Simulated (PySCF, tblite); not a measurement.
**C4H10N2SSi: geometry, infrared bands and NMR shifts**

Wanted: the infrared bands and NMR shifts of C4H10N2SSi (`CN(CCC#N)[SiH2]S`), by calculation.

The runs use tblite 0.8.0 and PySCF 2.14.0, with density-fitted response routines of our own; the level of theory stands in each step. All values are computed, except where a source is named. Atoms count from 0, in the outputs and in this text.

### Step 1. Starting geometry

18 atoms, charge 0, multiplicity 1; geometry from: force field or distance geometry start.

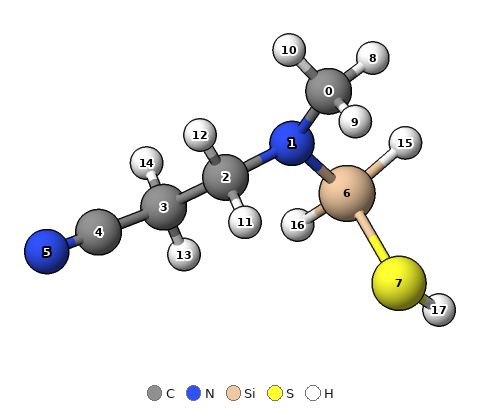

As it starts; carbon grey, nitrogen blue, silicon light orange, sulfur yellow, hydrogen white, atoms numbered; sticks join atoms by distance.

### Step 2. Geometry optimisation with GFN2-xTB

The job: settings as JSON, then the geometry in Å.

```
{"job": {"kind": "relax", "xc": "GFN2-xTB", "basis": "xTB"}, "charge": 0, "multiplicity": 1}
C     -1.076200    -1.793800     0.115300
N     -0.547900    -0.499800    -0.370800
C      0.877600    -0.405100     0.101600
C      1.749400     0.553800    -0.741200
C      3.146500     0.467800    -0.278000
N      4.246200     0.407200     0.065200
Si    -1.602700     0.863300    -0.443100
S     -1.855200     1.593500     1.549600
H     -2.067100    -2.000500    -0.314700
H     -1.182900    -1.810400     1.213000
H     -0.450100    -2.629900    -0.193900
H      0.895600    -0.114300     1.159500
H      1.334300    -1.392400     0.056800
H      1.411600     1.581300    -0.640800
H      1.689500     0.284000    -1.791400
H     -2.904400     0.433200    -0.990300
H     -0.956200     1.902400    -1.267300
H     -2.716700     2.566200     1.232300
```

Started as:

```bash
OMP_NUM_THREADS=1 python probes_run.py task.json out
```

This one command runs all jobs of the session in turn.

The log of the run:

```text
step      E/eV     max force
  0    -666.29443    1.790
  1    -666.35377    2.873
  2    -666.34734    2.610
  3    -666.40814    0.538
  4    -666.42166    0.373
  5    -666.43645    0.481
  6    -666.44185    0.241
  7    -666.44620    0.131
  8    -666.44904    0.165
  9    -666.45220    0.169
 10    -666.45575    0.174
 11    -666.45940    0.145
 12    -666.46196    0.141
 13    -666.46355    0.102
 14    -666.46481    0.104
 15    -666.46608    0.088
 16    -666.46704    0.063
 17    -666.46761    0.055
 18    -666.46807    0.050
 19    -666.46871    0.061
 20    -666.46956    0.082
 21    -666.47049    0.083
 22    -666.47131    0.093
 23    -666.47208    0.085
 24    -666.47301    0.095
 25    -666.47413    0.113
 26    -666.47515    0.087
 27    -666.47588    0.060
 28    -666.47647    0.058
 29    -666.47714    0.065
 30    -666.47802    0.079
 31    -666.47901    0.080
 32    -666.47998    0.087
 33    -666.48086    0.089
 34    -666.48165    0.067
 35    -666.48229    0.061
 36    -666.48275    0.045
 37    -666.48310    0.044
 38    -666.48343    0.046
 39    -666.48377    0.041
 40    -666.48406    0.036
 41    -666.48431    0.039
 42    -666.48458    0.044
 43    -666.48494    0.043
 44    -666.48540    0.060
 45    -666.48586    0.060
 46    -666.48630    0.044
 47    -666.48680    0.062
 48    -666.48749    0.070
 49    -666.48837    0.089
 50    -666.48932    0.078
 51    -666.49019    0.087
 52    -666.49100    0.071
 53    -666.49177    0.082
 54    -666.49250    0.058
 55    -666.49292    0.036
 56    -666.49314    0.038
 57    -666.49339    0.035
 58    -666.49367    0.038
 59    -666.49391    0.034
 60    -666.49415    0.032
 61    -666.49441    0.038
 62    -666.49469    0.042
 63    -666.49495    0.037
 64    -666.49516    0.037
 65    -666.49535    0.040
 66    -666.49559    0.039
 67    -666.49591    0.049
 68    -666.49631    0.055
 69    -666.49668    0.044
 70    -666.49699    0.065
 71    -666.49723    0.037
 72    -666.49748    0.045
 73    -666.49782    0.045
 74    -666.49825    0.049
 75    -666.49872    0.045
 76    -666.49916    0.049
 77    -666.49965    0.058
 78    -666.50028    0.064
 79    -666.50109    0.077
 80    -666.50195    0.078
 81    -666.50269    0.063
 82    -666.50334    0.049
 83    -666.50397    0.065
 84    -666.50459    0.066
 85    -666.50504    0.044
 86    -666.50526    0.059
 87    -666.50560    0.045
 88    -666.50598    0.047
 89    -666.50723    0.058
 90    -666.50805    0.072
 91    -666.50903    0.064
 92    -666.50958    0.045
 93    -666.51005    0.057
 94    -666.51058    0.064
 95    -666.51126    0.075
 96    -666.51201    0.093
 97    -666.51258    0.092
 98    -666.51350    0.088
 99    -666.51431    0.060
100    -666.51536    0.060
101    -666.51588    0.062
102    -666.51644    0.053
103    -666.51684    0.052
104    -666.51716    0.049
105    -666.51759    0.041
106    -666.51804    0.047
107    -666.51827    0.112
108    -666.51860    0.063
109    -666.51888    0.061
110    -666.51906    0.032
111    -666.51914    0.028
112    -666.51928    0.046
113    -666.51947    0.064
114    -666.51969    0.052
115    -666.51985    0.025
116    -666.51997    0.024
117    -666.52006    0.027
118    -666.52018    0.023
119    -666.52031    0.022
120    -666.52057    0.034
121    -666.52088    0.053
122    -666.52124    0.064
123    -666.52163    0.057
124    -666.52206    0.042
125    -666.52252    0.044
126    -666.52300    0.056
127    -666.52347    0.066
128    -666.52393    0.070
129    -666.52451    0.059
130    -666.52538    0.058
131    -666.52613    0.054
132    -666.52674    0.074
133    -666.52745    0.102
134    -666.52771    0.318
135    -666.52869    0.085
136    -666.52961    0.095
137    -666.53082    0.097
138    -666.53201    0.441
139    -666.53356    0.129
140    -666.53540    0.252
141    -666.53728    0.105
142    -666.53933    0.343
143    -666.54257    0.262
144    -666.54636    0.134
145    -666.54916    0.127
146    -666.55167    0.168
147    -666.55530    0.165
148    -666.55805    0.308
149    -666.55757    0.428
150    -666.56748    0.208
151    -666.57235    0.285
152    -666.57915    0.244
153    -666.58894    0.152
154    -666.58622    0.401
155    -666.59615    0.252
156    -666.60012    0.199
157    -666.60701    0.182
158    -666.61348    0.270
159    -666.62011    0.276
160    -666.62481    0.317
161    -666.63224    0.194
162    -666.63707    0.245
163    -666.64048    0.121
164    -666.64304    0.151
165    -666.64475    0.104
166    -666.64643    0.081
167    -666.64743    0.069
168    -666.64861    0.093
169    -666.64969    0.090
170    -666.65027    0.050
171    -666.65058    0.047
172    -666.65092    0.036
173    -666.65134    0.052
174    -666.65171    0.043
175    -666.65213    0.044
176    -666.65254    0.043
177    -666.65286    0.049
178    -666.65313    0.048
179    -666.65338    0.053
180    -666.65363    0.044
181    -666.65386    0.038
182    -666.65406    0.043
183    -666.65427    0.045
184    -666.65453    0.045
185    -666.65491    0.071
186    -666.65544    0.093
187    -666.65611    0.101
188    -666.65685    0.087
189    -666.65764    0.069
190    -666.65832    0.059
191    -666.65880    0.053
192    -666.65901    0.071
193    -666.65913    0.042
194    -666.65933    0.027
195    -666.65943    0.023
196    -666.65951    0.024
197    -666.65957    0.017
198    -666.65962    0.017
199    -666.65966    0.019
200    -666.65970    0.018
201    -666.65973    0.014
202    -666.65977    0.014
203    -666.65979    0.013
204    -666.65982    0.013
205    -666.65984    0.012
206    -666.65986    0.015
207    -666.65988    0.021
208    -666.65989    0.022
209    -666.65991    0.018
210    -666.65992    0.012
211    -666.65993    0.007
```

It took 5 s on 1 thread of Intel Xeon at 2.50GHz, shared host; peak memory 0.18 GiB.

Step by step: (not every step is listed) (the energy doesn't fall at every step)

```tsv
step	energy from step 0 (eV)	largest force (eV/Å)
0	0.0000	1.7904
1	-0.0593	2.8731
2	-0.0529	2.6096
3	-0.1137	0.5377
4	-0.1272	0.3734
5	-0.1420	0.4805
6	-0.1474	0.2409
7	-0.1518	0.1306
8	-0.1546	0.1646
27	-0.1814	0.0597
46	-0.1919	0.0437
65	-0.2009	0.0402
84	-0.2102	0.0661
103	-0.2224	0.0517
122	-0.2268	0.0638
141	-0.2428	0.1054
160	-0.3304	0.3175
179	-0.3589	0.0526
198	-0.3652	0.0172
206	-0.3654	0.0153
207	-0.3655	0.0213
208	-0.3655	0.0223
209	-0.3655	0.0181
210	-0.3655	0.0122
211	-0.3655	0.0073
```

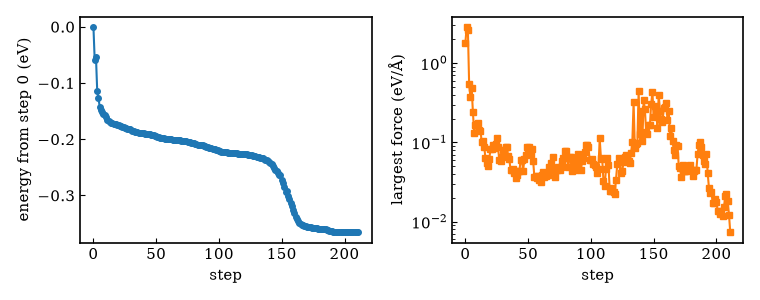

Energy and largest force along the relaxation.

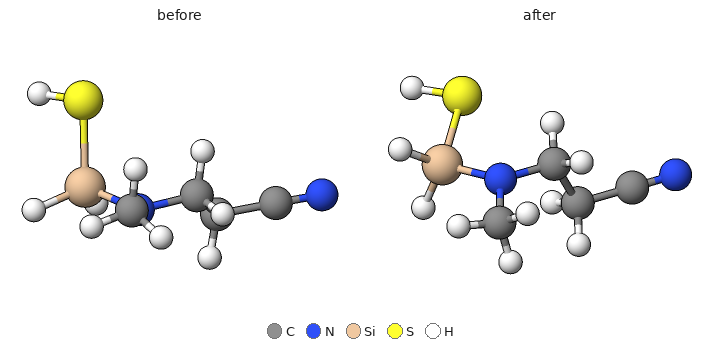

Before and after, at one scale.

Distances of close pairs at the start and the end, largest changes first:

```tsv
bond	before (Å)	after (Å)	change (Å)
N1–C2	1.505	1.440	-0.064
C0–N1	1.480	1.442	-0.038
C3–C4	1.474	1.438	-0.037
Si6–H15	1.476	1.459	-0.017
S7–H17	1.338	1.322	-0.016
N1–Si6	1.725	1.712	-0.013
C0–H8	1.100	1.087	-0.013
C0–H9	1.103	1.092	-0.011
```

The end geometry stands in the next job.

### Step 3. Vibrational analysis with GFN2-xTB

The job: settings as JSON, then the geometry in Å.

```
{"job": {"kind": "ir", "xc": "GFN2-xTB", "basis": "xTB"}, "charge": 0, "multiplicity": 1}
C     -0.803039    -1.784567    -0.489270
N     -0.615971    -0.502708     0.144530
C      0.736085    -0.223913     0.555667
C      1.640763     0.225058    -0.610223
C      2.990346     0.427277    -0.158060
N      4.060236     0.573427     0.216882
Si    -1.801478     0.708807    -0.092905
S     -1.157719     2.376823     1.094952
H     -1.866754    -1.979618    -0.596018
H     -0.362727    -2.571751     0.126745
H     -0.350175    -1.829449    -1.485569
H      0.716846     0.567374     1.307995
H      1.158308    -1.123328     1.017282
H      1.259750     1.163229    -1.023045
H      1.647155    -0.533422    -1.397932
H     -3.074763     0.212826     0.417301
H     -1.935774     1.204731    -1.468554
H     -2.249846     3.095523     0.901933
```

The log of the run:

```text
mode    cm-1     km/mol
  1      37.6      1.69
  2      44.0      6.52
  3      62.6      2.12
  4     118.6      0.27
  5     145.7      2.16
  6     156.3     34.16
  7     159.1      5.72
  8     193.3      2.93
  9     282.3      5.37
 10     373.7      2.34
 11     401.1      2.35
 12     409.2      4.99
 13     497.8     14.89
 14     517.3    114.09
 15     536.8     28.46
 16     570.3     12.88
 17     698.5     62.91
 18     716.5    172.43
 19     768.3    229.28
 20     788.6     24.56
 21     809.2    211.92
 22     992.0      7.89
 23    1013.5      2.89
 24    1029.5     14.92
 25    1047.9     91.84
 26    1097.5      8.55
 27    1118.9     14.15
 28    1207.7     55.24
 29    1236.4     49.89
 30    1248.5     23.85
 31    1324.6     58.14
 32    1339.3     26.20
 33    1421.9      3.71
 34    1427.8      0.72
 35    1475.0      6.08
 36    1490.8      6.95
 37    1502.9      4.49
 38    2200.6    296.44
 39    2296.8    215.29
 40    2412.6    248.34
 41    2491.6    112.99
 42    2914.0     56.71
 43    2933.6     29.09
 44    2958.7     11.11
 45    2967.7      8.49
 46    2970.9     48.63
 47    2985.4     42.01
 48    3039.6     29.08
```

It took 2.2 s on 1 thread of Intel Xeon at 2.50GHz, shared host; peak memory 0.18 GiB.

Which atoms move in the most intense modes:

```tsv
cm⁻¹	km/mol	atoms
517	114.1	H16 32 %, H15 31 %, Si6 20 %
716	172.4	H16 34 %, H15 28 %, C2 16 %
768	229.3	Si6 24 %, H16 22 %, H15 17 %, C2 10 %
809	211.9	H16 41 %, H15 40 %
2201	296.4	H16 93 %
2297	215.3	H15 93 %
2413	248.3	C4 60 %, N5 39 %
2492	113.0	H17 97 %
```

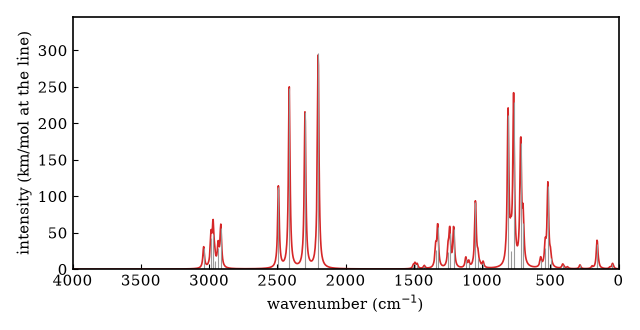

The infrared spectrum from these modes, unscaled. Lines are broadened to a width of 14 cm⁻¹ (Lorentzian).

### Step 4. Shielding tensors: PBE0/pcSseg-1

Settings changed since step 3:

```diff
@@ -1,2 +1,2 @@
-{"job": {"kind": "ir", "xc": "GFN2-xTB", "basis": "xTB"}, "charge": 0, "multiplicity": 1}
+{"job": {"kind": "nmr", "xc": "PBE0", "basis": "pcSseg-1"}, "charge": 0, "multiplicity": 1}
 C     -0.803039    -1.784567    -0.489270
```

Method: GIAO PBE0/pcSseg-1 NMR shielding, non-relativistic, gas phase.

The log of the run:

```text
coarse grid: 15920 points
cycle   1  E = -954.8931427074  dE =  9.212e-01  |g| = 5.092e-01  |ddm| = 3.871e+00
cycle   2  E = -954.7625273175  dE =  1.306e-01  |g| = 9.397e-01  |ddm| = 1.347e+00
cycle   3  E = -954.9543585087  dE = -1.918e-01  |g| = 1.565e-01  |ddm| = 8.353e-01
cycle   4  E = -954.9594759192  dE = -5.117e-03  |g| = 5.273e-02  |ddm| = 1.676e-01
cycle   5  E = -954.9600279309  dE = -5.520e-04  |g| = 1.738e-02  |ddm| = 5.919e-02
cycle   6  E = -954.9600916491  dE = -6.372e-05  |g| = 3.495e-03  |ddm| = 1.979e-02
cycle   7  E = -954.9600941114  dE = -2.462e-06  |g| = 8.218e-04  |ddm| = 4.484e-03
final grid: 144208 points
cycle   8  E = -955.0066503484  dE = -3.619e-05  |g| = 7.754e-03  |ddm| = 3.020e-02
cycle   9  E = -955.0066450928  dE =  5.256e-06  |g| = 9.013e-03  |ddm| = 1.631e-02
cycle  10  E = -955.0066649800  dE = -1.989e-05  |g| = 1.254e-03  |ddm| = 9.418e-03
cycle  11  E = -955.0066653001  dE = -3.201e-07  |g| = 3.296e-04  |ddm| = 1.353e-03
cycle  12  E = -955.0066653156  dE = -1.556e-08  |g| = 1.797e-04  |ddm| = 2.983e-04
cycle  13  E = -955.0066653221  dE = -6.433e-09  |g| = 5.049e-05  |ddm| = 1.443e-04
cycle  14  E = -955.0066653226  dE = -5.357e-10  |g| = 6.864e-06  |ddm| = 4.592e-05
converged SCF energy = -955.0066653226

GIAO shielding tensors (ppm)
atom      isotropic    diamagn.    paramagn.     s11        s22        s33       span
  0 C      149.451     244.751     -95.300    123.300    137.078    187.977     64.677
  1 N      247.842     329.065     -81.223    215.913    261.361    266.252     50.339
  2 C      134.021     245.800    -111.778    106.959    127.509    167.596     60.637
  3 C      171.896     250.082     -78.185    152.542    176.068    187.078     34.536
  4 C       64.816     258.274    -193.457    -50.653    -48.695    293.797    344.450
  5 N      -33.276     339.462    -372.738   -202.939   -200.358    303.469    506.408
  6 Si     374.199     881.208    -507.008    340.763    353.904    427.931     87.168
  7 S      770.729    1058.939    -288.210    657.418    690.078    964.690    307.272
  8 H       28.982      29.269      -0.288     24.125     27.056     35.764     11.638
  9 H       29.175      29.297      -0.122     24.870     26.315     36.341     11.472
 10 H       28.937      29.909      -0.972     23.899     27.220     35.692     11.793
 11 H       28.128      32.386      -4.258     22.910     30.559     30.914      8.004
 12 H       28.925      31.755      -2.831     24.067     29.074     33.633      9.566
 13 H       29.635      29.921      -0.286     24.669     30.384     33.853      9.184
 14 H       29.149      29.262      -0.113     23.559     30.366     33.522      9.963
 15 H       26.416      29.870      -3.454     22.306     24.713     32.229      9.923
 16 H       26.168      30.093      -3.925     22.440     24.447     31.615      9.175
 17 H       31.905      29.402       2.503     23.792     26.768     45.156     21.365
```

Run time: 84 s. Hardware: 1 thread of Intel Xeon at 2.50GHz, shared host; peak memory 0.9 GiB.

The references, computed at this level on geometries of the same kind, shield at (ppm): 1H TMS 31.72, 13C TMS 186.9, 29Si TMS 349.2, 15N NH3 267.7, 33S CS2 504. Their shielding less the atom's gives the shift. The references are single molecules in the gas phase, so shifts against H2O, NH3, PH3, H3PO4 or CFCl3 are not on the usual liquid scales and can be off by tens of ppm. Atoms listed in one row are averaged.

```tsv
atoms	environment	σ (ppm)	δ (ppm)	δ scaled to CDCl3
C4	nitrile carbon	64.8	122.1	117.3
C2	sp3 CH2 bonded to N	134.0	52.9	49.7
C0	methyl carbon bonded to N	149.5	37.5	34.7
C3	sp3 CH2 α to a nitrile	171.9	15.0	12.8
H15, H16	hydrogen on a silicon bonded to N, S	26.29	5.43	–
H11, H12	hydrogen on an sp3 CH2 bonded to N	28.53	3.19	3.11
H8, H9, H10	hydrogen on a methyl carbon bonded to N	29.03	2.69	2.64
H13, H14	hydrogen on an sp3 CH2 α to a nitrile	29.39	2.32	2.30
H17	hydrogen on a sulfur bonded to Si	31.91	-0.19	–
N5	nitrile nitrogen	-33.3	301.0	–
N1	nitrogen bonded to 2 C, Si	247.8	19.9	–
Si6	silicon bonded to N, S, 2 H	374.2	-25.0	–
S7	sulfur bonded to Si, H	771	-267	–
```

The scaled column applies a straight-line fit of computed shieldings to shifts measured in CDCl3, with any fitted terms for Cl, Br or S neighbours (root-mean-square error 0.16 ppm for H, 1.9 ppm for C).

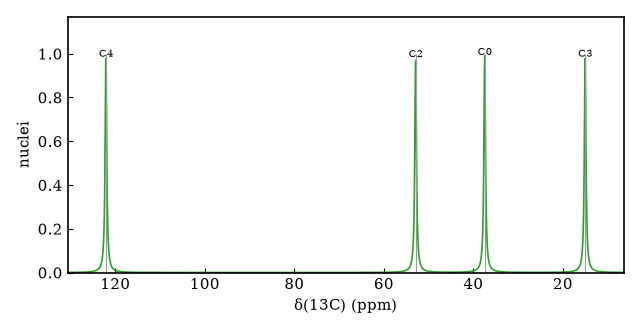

13C lines at the computed shifts, without couplings. Lines are broadened to a width of 0.43 ppm (Lorentzian).

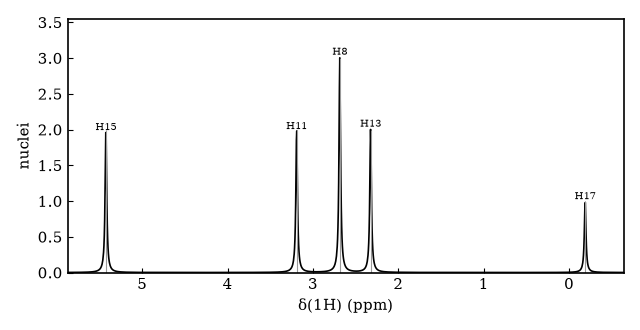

1H lines at the computed shifts, without couplings. Lines are broadened to a width of 0.02 ppm (Lorentzian).

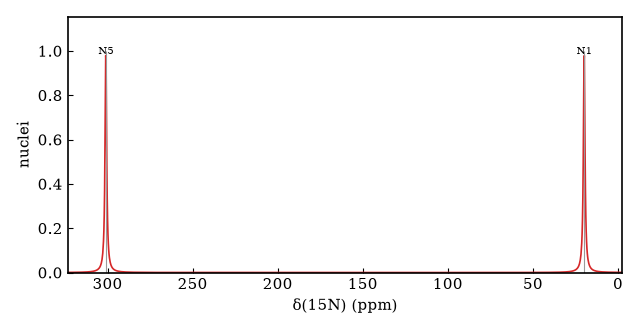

15N lines at the computed shifts, without couplings. Lines are broadened to a width of 1 ppm (Lorentzian).

Charges from the same density, by scheme (e):

```tsv
atoms	Mulliken	IAO	Hirshfeld	ESP fit
C0	-0.07	-0.30	-0.06	-0.40
N1	-0.79	-0.51	-0.17	-0.23
C2	-0.01	-0.13	-0.01	-0.08
C3	-0.22	-0.31	-0.05	0.09
C4	0.05	0.14	0.09	0.26
N5	-0.24	-0.25	-0.23	-0.45
Si6	0.68	0.83	0.34	0.27
S7	-0.42	-0.33	-0.13	-0.43
```

Hirshfeld charges:

C0 -0.06; N1 -0.17; C2 -0.01; C3 -0.05; C4 0.09; N5 -0.23; Si6 0.34; S7 -0.13; H8 0.05; H9 0.05; H10 0.04; H11 0.04; H12 0.05; H13 0.06; H14 0.06; H15 -0.08; H16 -0.09; H17 0.06

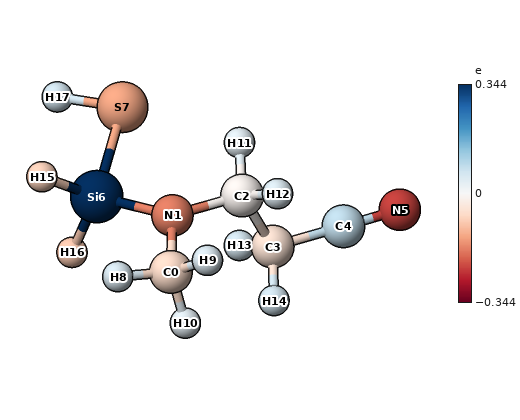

Hirshfeld charges, as colours on the atoms.

Mayer bond orders: C0–N1 0.95, N1–C2 0.96, C2–C3 1.00, C3–C4 1.03, C4–N5 3.06, N1–Si6 0.98, Si6–S7 1.00.

### Step 5. Results

| quantity | value |
| --- | --- |
| strongest single infrared mode (GFN2-xTB) | 2201 cm⁻¹, 296 km/mol |
| zero-point energy (GFN2-xTB) | 83.5 kcal/mol |
| 13C shifts against TMS (PBE0/pcSseg-1) | 122.1, 52.9, 37.5, 15.0 ppm |
| 1H shifts against TMS (PBE0/pcSseg-1, means over atoms taken as alike) | 5.43, 3.19, 2.69, 2.32, -0.19 ppm |
| 15N shifts against NH3 (PBE0/pcSseg-1) | 301.0, 19.9 ppm |
| 29Si shifts against TMS (PBE0/pcSseg-1) | -25.0 ppm |
| 33S shifts against CS2 (PBE0/pcSseg-1) | -267 ppm |

The optimisation took 211 steps and gained 0.365 eV; among the close pairs (by a distance rule), N1–C2 changed most, from 1.505 to 1.440 Å. No mode is imaginary among the 48: a minimum at this level. The strongest single mode, at 2201 cm⁻¹, moves mainly H16. Unscaled tight-binding wavenumbers are off by several per cent, some by more. Its intensities can rank the bands wrongly. C4 (nitrile carbon) lies farthest downfield among carbon, at 122.1 ppm; typical of a nitrile. At PBE0/pcSseg-1: The widest tensor belongs to N5: span 506 ppm, with a paramagnetic part of -373 ppm.
